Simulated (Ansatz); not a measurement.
## CaOsO3 (cubic perovskite) (Pm-3m): how robust is the cRPA U?

Wanted: the sensitivity and cost of U and J for CaOsO3 (cubic perovskite) (Pm-3m).

Main program and level: Ansatz 0.2.0; constrained RPA on LDA, plane waves, PAW.

The structure was built from a prototype and need not be the compound's stable phase.

### Step 1. The starting structure

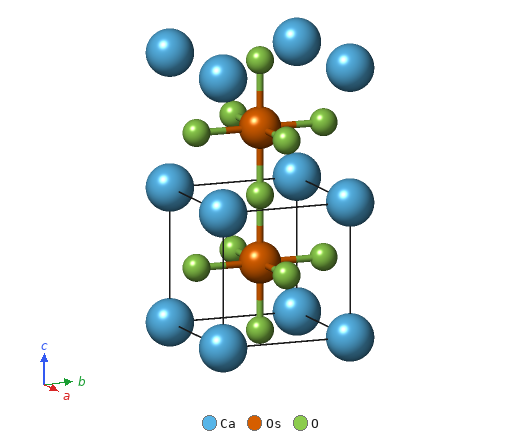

Start, viewed slightly off an axis; calcium blue, osmium orange, oxygen green. 1×1×2 cells are drawn. Some periodic images of atoms are drawn too.

Structure file:

```cif
data_structure
_symmetry_space_group_name_H-M 'P 1'
_symmetry_Int_Tables_number 1
_cell_length_a 3.8541
_cell_length_b 3.8541
_cell_length_c 3.8541
_cell_angle_alpha 90.000
_cell_angle_beta 90.000
_cell_angle_gamma 90.000
_cell_volume 57.25
loop_
_atom_site_label
_atom_site_type_symbol
_atom_site_fract_x
_atom_site_fract_y
_atom_site_fract_z
_atom_site_occupancy
Ca1 Ca 0.00000 0.00000 0.00000 1
Os2 Os 0.50000 0.50000 0.50000 1
O3 O 0.50000 0.50000 0.00000 1
O4 O 0.50000 0.00000 0.50000 1
O5 O 0.00000 0.50000 0.50000 1
```

The structure was relaxed with LDA. The structure type comes from a generator and need not be one that this composition takes. The structure was generated from a model, not taken from a measurement. The runs that relaxed it are not among those shown. The program's search for lower electronic states was switched off, so nothing shows that the state found is the lowest. Spin-orbit coupling is left out unless a step names it. The default PAW set here is soft_2. Its files were made with PBE.

### Step 2. Base: Os t2g, bands v2 to c1, 4×4×4 mesh, medium accuracy

Constrained RPA screens the interaction with every transition except those inside the target bands, which a later many-body model would treat itself.

The input, input.yaml:

```yaml
crystal:
  lattice:
    - [0.0, -3.85406672, 0.0]
    - [0.0, 0.0, 3.85406672]
    - [-3.85406672, 0.0, 0.0]
  atoms:
    - { symbol: Ca, position: [0.0, 0.0, 0.0] }
    - { symbol: Os, position: [0.5, 0.5, 0.5] }
    - { symbol: O, position: [0.5, 0.5, 0.0] }
    - { symbol: O, position: [0.5, 0.0, 0.5] }
    - { symbol: O, position: [0.0, 0.5, 0.5] }
kpoints:
  mp_grid: { grid: [8, 8, 8] }
hamiltonian:
  xc: lda
scf:
  occupations: { method: gaussian, width: 0.08 }
  n_extra_bands: 19
  max_iter: 150
  lower_state_search: "off"
output:
  crpa:
    kmesh: [4, 4, 4]
    target_bands: [v2, c1]
    projections: [{ species: Os, l: d, shell: 5, orbitals: [dxz, dyz, dxy] }]
  local_orbitals:
    kmesh: [8, 8, 8]
    orbitals: [{ species: Os, l: d, shell: 5, orbitals: [dxz, dyz, dxy] }]
    window: { bands: [v2, c1] }
    seedname: lo
```

Started as:

```console
ansatz run input.yaml --threads 4 --pin off --max-ram 9216MiB --backend cpu --events-out ev --progress --plain --runs-dir out
```

Numbers of over 12 decimals in the logs are rounded to 6 here.

Log:

```text
scf.n_extra_bands = 19 over 22 filled bands (N_el = 44.0): the run solves 41 bands
Engine: ansatz 0.2.0, aarch64-unknown-linux-gnu
Pseudopotentials: kind: paw
Pseudopotential: Ca, paw, valence charge 10, recommended cutoff 420 eV (normal), Ca.paw.azcp
Pseudopotential: Os, paw, valence charge 16, recommended cutoff 420 eV (normal), Os.paw.azcp
Pseudopotential: O, paw, valence charge 6, recommended cutoff 420 eV (normal), O.paw.azcp
Functional definition: SPW92
  exchange = slater_x
  correlation = pw_c
Crystal: 5 atoms, lattice volume = 57.248 Å³
Basis set: ecut = 420 eV, 1141 PW (Γ)
Bands: 41, of which v1, the nominal top of the filled ones, is band 22 counted from 1 (21 counted from 0)
Symmetry: 48 space group operations
Space group: Pm-3m (ITA 221), of the structure as read, at distance tolerance 3.9e-5 Å
k-points: 35 of 512
Non-local potential: Ca, projectors of the file, l = 0: 3, l = 1: 2, l = 2: 2
Non-local potential: Os, projectors of the file, l = 0: 3, l = 1: 2, l = 2: 2, l = 3: 1
Non-local potential: O, projectors of the file, l = 0: 2, l = 1: 2, l = 2: 1
PAW form: soft (Blöchl's): semilocal exchange-correlation on the pseudo side does not see the compensation charge
PAW frozen core: Ca, regenerated for the run's functional, and the local potential with it (the file was generated under x = pbe(κ = 0.804, μ = 0.219515), c = pbe(β = 0.066725))
PAW frozen core: Os, regenerated for the run's functional, and the local potential with it (the file was generated under x = pbe(κ = 0.804, μ = 0.219515), c = pbe(β = 0.066725))
PAW frozen core: O, regenerated for the run's functional, and the local potential with it (the file was generated under x = pbe(κ = 0.804, μ = 0.219515), c = pbe(β = 0.066725))
PAW one-centre angular grid: Ca, 110 points (default); XC on 64 Gauss nodes
PAW one-centre angular grid: Os, 590 points (default); XC on 64 Gauss nodes
PAW one-centre angular grid: O, 110 points (default); XC on 64 Gauss nodes
Initial density: superposition of atomic densities (neutral atoms: chi_scale 0, normalization atom), corrected by the library's trained network
Initial wavefunctions: pseudopotential atomic-orbital guess
Functional: x = slater, c = lda
SCF iter   1: F=—  HF=-14557.893391 eV  |F-HF|=—  |Δ(HF+E_count)|=         —  Δρ=1.75e-2  dr2=1.46e-1  ethr=1.77e-3  ⟨swp⟩=6.8  Hψ=6810  notcnv=0  defer=236
preconditioner: auto → Kerker (q_TF=auto, 2.611 Å⁻¹)  [metal: Δε(μ)=0.062 eV  Ē_g=19.794 eV  σ=0.080 eV  W_gap=0.39  n_scr=18 (ndim 8)  ℏωp=28.6 eV  f_vac=0.001  D(μ)=3.21/eV (n_scr^D=26)]
SCF iter   2: F=—  HF=-14557.865295 eV  |F-HF|=—  |Δ(HF+E_count)|=   2.81e-2  Δρ=9.18e-3  dr2=4.57e-2  ethr=3.32e-4  ⟨swp⟩=1.5  Hψ=1758  notcnv=0  defer=345
[...]
SCF iter   7: F=-14557.853704 eV  HF=-14557.853704 eV  |F-HF|=3.13e-8  |Δ(HF+E_count)|=   1.46e-7  Δρ=8.57e-6  dr2=4.53e-8  ethr=2.27e-10  ⟨swp⟩=10.1  Hψ=6670  notcnv=0
SCF 1 converged in 7 iterations: F = -14557.853704 eV  dr2 = 4.53e-8
[...]
NSCF: frozen V_eff on 38 k-points
NSCF: frozen V_eff on 10 k-points
[...]
cRPA screening: q 1/64
cRPA screening: q 2/64
cRPA screening: q 8/64 (q-point 3)
cRPA screening: q 11/64 (q-point 6)
cRPA screening: q 23/64 (q-point 7)
cRPA screening: q 35/64 (q-point 11)
cRPA screening: q 38/64 (q-point 22)
cRPA screening: q 46/64 (q-point 23)
cRPA screening: q 58/64 (q-point 27)
cRPA screening: q 64/64 (q-point 43)
SCF converged after 7 iterations
Free energy (F): -14557.853704 eV
Harris-Foulkes:  -14557.853704 eV  (|F-HF|=3.13e-8)
Internal energy: -14557.841482 eV  (E = F + TS)
E sigma→0 (E₀):  -14557.847593 eV
Entropy (-TS):   -0.012222 eV (-2.444 meV/atom)
Fermi energy:    14.097933 eV
--- Per-component energies (eV) ---
  E_band       = -301.969322
  E_kinetic    = 1367.424498
  E_local      = -2946.979773  (includes V_loc(G=0)·N_el)
  E_nonlocal   = 223.114626
  E_hartree    = 1090.450943
  E_xc         = -617.731581
  E_vxc        = -733.526921  (∫ρ·V_xc dr)
  E_paw        = -10006.254219  (= ΣΔE_a)
  E_vpaw       = -392.916263  (= ΣTr[D̂ρ^β])
  E_aug_tail   = 0.007617  (compensation charges beyond the density's cutoff)
  E_ewald      = -3668.810259
  E_core_change = 0.936664  (= ΣΔE_core)
  E_smearing   = -0.012222  (= −TS)
  E_closure    = -0.000000  (closes the sum)
  Σ components = -14557.853704   (vs F -14557.853704, Δ=0.00e0)
--- Band table (eV; the first three rows and the last of 35) ---
  k-point 0: bands = [... 18 lower, 10.0000, 10.0000, 10.7446, 10.7446, 10.7446, 14.8683, 14.8683, 15.8631, ... 15 higher]
  k-point 1: bands = [... 18 lower, 9.8802, 9.8802, 10.7663, 11.5781, 11.5781, 14.8810, 15.5938, 16.0746, ... 15 higher]
  k-point 2: bands = [... 18 lower, 9.8126, 9.8126, 10.8199, 12.7737, 12.7737, 14.8999, 16.4140, 16.5932, ... 15 higher]
  k-point 34: bands = [... 18 lower, 10.8700, 10.8700, 15.1631, 15.1631, 15.1631, 16.8586, 16.8586, 16.8586, ... 15 higher]
--- cRPA (band scheme, projected local orbitals): target bands 21..23 (1-based), 3 Wannier function(s), 4×4×4 mesh, 46 bands' worth read of 51 solved, ecut_chi 136.0 eV, v(q+G=0) probe_charge, pair densities all_electron ---
  bands read: the sum over 46 bands ends inside a degenerate multiplet in 22 slots, whose members it reads at an even weight; the widest, k=0: bands 45 to 47 (counted from 1) at 2/3 each
  χ-basis size per q: N_G = 196..216
  window electrons = 4.0000, filled by tetrahedron_uncorrected; constrained ε̄⁻¹(q = 0, 0) head = 0.164917; min gauge Gram eig = 0.5821
  Kanamori averages over each shell's own Wannier functions (sites counted from 0, functions from 1):
    Site 1, 5D, 3 of 5 d orbitals (Wannier functions 1, 2, 3; wannier90's mr 2, 3, 5):
      screened: U = 2.6671 eV, U' = 2.0984 eV, J = 0.2500 eV
      screened, to within: U = 3.3e-3 eV, U' = 3.3e-3 eV, J = 4.3e-4 eV
      bare: V = 10.8626 eV, V' = 9.9741 eV, J = 0.3536 eV
  Hermiticity witness max|P − P†| over intra, direct and exchange elements: 2.66e-15 eV (screened), 1.72e-19 eV (bare)
  Reality witness max|Im| over intra, direct and exchange elements: 6.42e-20 eV (screened), 1.66e-19 eV (bare)
```

It took 32 s on 4 threads of Arm Neoverse V1, shared host; peak memory 0.53 GiB; 2 min of CPU time.

This step gave:

| Property | Result |
| --- | --- |
| U | 2.667 eV |
| U prime (inter-orbital) | 2.098 eV |
| J | 0.2500 eV |
| bare V | 10.86 eV |
| bare J | 0.3536 eV |
| stated bound on U | 0.003214 eV |
| U over bare V | 0.2455 |
| electrons in the window | 4.000 |
| head of the constrained inverse dielectric matrix | 0.1649 |
| least eigenvalue of the projection's overlap | 0.5821 |
| target functions | 3 |
| bands in the sums | 46 |
| r.m.s. miss of the model bands | 0.009972 eV |
| width of the target bands | 4.418 eV |
| weight of the projected orbitals in the window | 0.6608 |

On the Os t2g shell, screening brings the on-site interaction from 10.9 eV down to U = 2.67 eV.

### Step 3. Changed: 6×6×6 mesh

input.yaml, the sections that differ from step 2:

```yaml
output:
  crpa:
    kmesh: [6, 6, 6]
    target_bands: [v2, c1]
    projections: [{ species: Os, l: d, shell: 5, orbitals: [dxz, dyz, dxy] }]
# crystal, kpoints, hamiltonian, scf: as in step 2
```

Log:

```text
[...]
Crystal: 5 atoms, lattice volume = 57.248 Å³
Basis set: ecut = 420 eV, 1141 PW (Γ)
Bands: 41, of which v1, the nominal top of the filled ones, is band 22 counted from 1 (21 counted from 0)
Symmetry: 48 space group operations
[...]
k-points: 35 of 512
[...]
SCF iter   1: F=—  HF=-14557.893391 eV  |F-HF|=—  |Δ(HF+E_count)|=         —  Δρ=1.75e-2  dr2=1.46e-1  ethr=1.77e-3  ⟨swp⟩=6.8  Hψ=6810  notcnv=0  defer=236
[...]
SCF iter   7: F=-14557.853704 eV  HF=-14557.853704 eV  |F-HF|=3.13e-8  |Δ(HF+E_count)|=   1.46e-7  Δρ=8.57e-6  dr2=4.53e-8  ethr=2.27e-10  ⟨swp⟩=10.1  Hψ=6670  notcnv=0
SCF 1 converged in 7 iterations: F = -14557.853704 eV  dr2 = 4.53e-8
[...]
NSCF: frozen V_eff on 20 k-points
[...]
cRPA screening: q 1/216
cRPA screening: q 2/216
cRPA screening: q 8/216 (q-point 3)
cRPA screening: q 14/216 (q-point 4)
cRPA screening: q 17/216 (q-point 8)
[...]
Free energy (F): -14557.853704 eV
[...]
Internal energy: -14557.841482 eV  (E = F + TS)
E sigma→0 (E₀):  -14557.847593 eV
Entropy (-TS):   -0.012222 eV (-2.444 meV/atom)
Fermi energy:    14.097933 eV
[...]
--- Band table (eV; the first three rows and the last of 35) ---
  k-point 0: bands = [... 18 lower, 10.0000, 10.0000, 10.7446, 10.7446, 10.7446, 14.8683, 14.8683, 15.8631, ... 15 higher]
  k-point 1: bands = [... 18 lower, 9.8802, 9.8802, 10.7663, 11.5781, 11.5781, 14.8810, 15.5938, 16.0746, ... 15 higher]
  k-point 2: bands = [... 18 lower, 9.8126, 9.8126, 10.8199, 12.7737, 12.7737, 14.8999, 16.4140, 16.5932, ... 15 higher]
  k-point 34: bands = [... 18 lower, 10.8700, 10.8700, 15.1631, 15.1631, 15.1631, 16.8586, 16.8586, 16.8586, ... 15 higher]
[...]
χ-basis size per q: N_G = 196..216
[...]
Site 1, 5D, 3 of 5 d orbitals (Wannier functions 1, 2, 3; wannier90's mr 2, 3, 5):
      screened: U = 2.6363 eV, U' = 2.0757 eV, J = 0.2460 eV
      screened, to within: U = 3.2e-3 eV, U' = 3.2e-3 eV, J = 4.3e-4 eV
      bare: V = 10.7181 eV, V' = 9.8388 eV, J = 0.3479 eV
[...]
[key lines of the parts left out:]
SCF converged after 7 iterations
```

Wall time 5.9 min (4 threads); peak memory 0.71 GiB.

Numbers from this step:

| Item | Value |
| --- | --- |
| U | 2.636 eV |
| U prime (inter-orbital) | 2.076 eV |
| J | 0.2460 eV |
| bare V | 10.72 eV |
| bare J | 0.3479 eV |
| stated bound on U | 0.003182 eV |
| U over bare V | 0.2460 |
| electrons in the window | 4.000 |
| head of the constrained inverse dielectric matrix | 0.1761 |
| least eigenvalue of the projection's overlap | 0.5781 |
| target functions | 3 |
| bands in the sums | 46 |
| width of the target bands | 4.418 eV |
| weight of the projected orbitals in the window | 0.6608 |

On the Os t2g shell, screening brings the on-site interaction from 10.7 eV down to U = 2.64 eV.

### Step 4. Changed: 2×2×2 mesh

input.yaml: that of step 3 with these lines changed.

```diff
@@ -22,3 +22,3 @@
   crpa:
-    kmesh: [6, 6, 6]
+    kmesh: [2, 2, 2]
     target_bands: [v2, c1]
```

Log:

```text
[...]
Crystal: 5 atoms, lattice volume = 57.248 Å³
Basis set: ecut = 420 eV, 1141 PW (Γ)
Bands: 41, of which v1, the nominal top of the filled ones, is band 22 counted from 1 (21 counted from 0)
Symmetry: 48 space group operations
[...]
k-points: 35 of 512
[...]
k-point 34: bands = [... 18 lower, 10.8700, 10.8700, 15.1631, 15.1631, 15.1631, 16.8586, 16.8586, 16.8586, ... 15 higher]
[...]
χ-basis size per q: N_G = 196..216
[...]
Site 1, 5D, 3 of 5 d orbitals (Wannier functions 1, 2, 3; wannier90's mr 2, 3, 5):
      screened: U = 2.9823 eV, U' = 2.3370 eV, J = 0.2839 eV
      screened, to within: U = 3.9e-3 eV, U' = 3.9e-3 eV, J = 5.0e-4 eV
      bare: V = 11.9456 eV, V' = 10.9773 eV, J = 0.4011 eV
[...]
[key lines of the parts left out:]
SCF converged after 7 iterations
Free energy (F): -14557.853704 eV
Fermi energy:    14.097933 eV
```

Run time: 8.2 s. Hardware: 4 threads; peak memory 0.46 GiB; 21 s of CPU time.

Numbers from this step:

```yaml
u: 2.982 eV
u_prime_inter_orbital: 2.337 eV
j: 0.2839 eV
bare_v: 11.95 eV
bare_j: 0.4011 eV
stated_bound_on_u: 0.003886 eV
u_over_bare_v: 0.2497
electrons_in_the_window: 4.000
head_of_the_constrained_inverse_dielectric_matrix: 0.1353
least_eigenvalue_of_the_projection_s_overlap: 0.5821
target_functions: 3
bands_in_the_sums: 46
width_of_the_target_bands: 4.418 eV
weight_of_the_projected_orbitals_in_the_window: 0.6608
```

On the Os t2g shell, screening brings the on-site interaction from 11.9 eV down to U = 2.98 eV.

### Step 5. Changed: sums over states

input.yaml: that of step 4 with these lines changed.

```diff
@@ -22,4 +22,7 @@
   crpa:
-    kmesh: [2, 2, 2]
+    kmesh: [4, 4, 4]
     target_bands: [v2, c1]
     projections: [{ species: Os, l: d, shell: 5, orbitals: [dxz, dyz, dxy] }]
+    accuracy: sum_over_states
+    n_empty_bands: 22
+    ecut_chi: 136
```

Log:

```text
[...]
Crystal: 5 atoms, lattice volume = 57.248 Å³
Basis set: ecut = 420 eV, 1141 PW (Γ)
Bands: 41, of which v1, the nominal top of the filled ones, is band 22 counted from 1 (21 counted from 0)
Symmetry: 48 space group operations
[...]
k-points: 35 of 512
[...]
χ-basis size per q: N_G = 196..216
[...]
U and J over all bands: no bound (output.crpa.accuracy: sum_over_states); those below are of the sums over the bands read on the sphere of ecut_chi, with what the atoms add
[...]
Site 1, 5D, 3 of 5 d orbitals (Wannier functions 1, 2, 3; wannier90's mr 2, 3, 5):
      screened: U = 2.8152 eV, U' = 2.1746 eV, J = 0.2732 eV
      bare: V = 10.8626 eV, V' = 9.9741 eV, J = 0.3536 eV
[...]
[key lines of the parts left out:]
SCF converged after 7 iterations
Free energy (F): -14557.853704 eV
Fermi energy:    14.097933 eV
```

Elapsed: 30 s, on 4 threads; peak memory 0.47 GiB; 20 s of CPU time.

This variant gives U = 2.82 eV against 2.67 eV. It is a finite sum over empty states with no bound on its error and stays out of the table below.

### Step 6. Changed: accuracy high

input.yaml: that of step 5 with these lines changed.

```diff
@@ -25,4 +25,2 @@
     projections: [{ species: Os, l: d, shell: 5, orbitals: [dxz, dyz, dxy] }]
-    accuracy: sum_over_states
-    n_empty_bands: 22
-    ecut_chi: 136
+    accuracy: high
```

Log:

```text
[...]
Crystal: 5 atoms, lattice volume = 57.248 Å³
Basis set: ecut = 420 eV, 1141 PW (Γ)
Bands: 41, of which v1, the nominal top of the filled ones, is band 22 counted from 1 (21 counted from 0)
Symmetry: 48 space group operations
[...]
k-points: 35 of 512
[...]
k-point 34: bands = [... 18 lower, 10.8700, 10.8700, 15.1631, 15.1631, 15.1631, 16.8586, 16.8586, 16.8586, ... 15 higher]
[...]
χ-basis size per q: N_G = 196..216
[...]
Site 1, 5D, 3 of 5 d orbitals (Wannier functions 1, 2, 3; wannier90's mr 2, 3, 5):
      screened: U = 2.6677 eV, U' = 2.0989 eV, J = 0.2501 eV
      screened, to within: U = 3.8e-4 eV, U' = 3.8e-4 eV, J = 4.1e-5 eV
      bare: V = 10.8626 eV, V' = 9.9741 eV, J = 0.3536 eV
[...]
[key lines of the parts left out:]
SCF converged after 7 iterations
Free energy (F): -14557.853704 eV
Fermi energy:    14.097933 eV
```

Run time: 2.1 min. Hardware: 4 threads; peak memory 0.64 GiB.

This step gave:

```yaml
u: 2.668 eV
u_prime_inter_orbital: 2.099 eV
j: 0.2501 eV
bare_v: 10.86 eV
bare_j: 0.3536 eV
stated_bound_on_u: 3.73e-4 eV
u_over_bare_v: 0.2456
electrons_in_the_window: 4.000
head_of_the_constrained_inverse_dielectric_matrix: 0.1649
least_eigenvalue_of_the_projection_s_overlap: 0.5821
target_functions: 3
bands_in_the_sums: 46
width_of_the_target_bands: 4.418 eV
weight_of_the_projected_orbitals_in_the_window: 0.6608
```

On the Os t2g shell, screening brings the on-site interaction from 10.9 eV down to U = 2.67 eV.

(Part 1 of 2 ends here.)

[Paths, hosts, dates, memory and timing lines, banners, echoed tables and standing remarks are left out of the program output.]

[Logs are printed without paths, hosts, clocks, repeated set-up lines and the standing remarks that a program may print on its own settings, such as how far it seeks lower states.]

[Runs of the session that timed out or met a known fault of the program may be left out.]

[Hosts, paths, dates, database ids (printed as entryN), source tags and the programs' standing remarks are cut or masked in the printed files.]
